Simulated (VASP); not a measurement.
Band structure of PtTe (relaxed from the zinc blende structure, space group F-43m). These are PBE GGA, VASP's PBE PAW potentials (set 64) (plane waves; VASP 6.6.1) values and carry that method's errors.

Unless said otherwise, spin-orbit coupling is left out, though it shifts the bands of the heavy elements here.

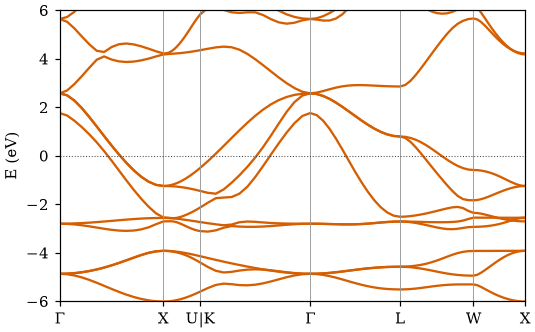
Fig. 1. Bands along high-symmetry lines, zero at the valence-band maximum or, without a gap, the Fermi level

**Question.** Read the plot: is there a gap, and where are the band edges?

**Answer.** It has no gap at this level: it comes out as a metal or semimetal. (Edges off the drawn lines would not show.)

The structure was generated: PtTe was put into the zinc blende type (F-43m), which need not be its known phase. It was relaxed first, which changed the volume by -14 %.
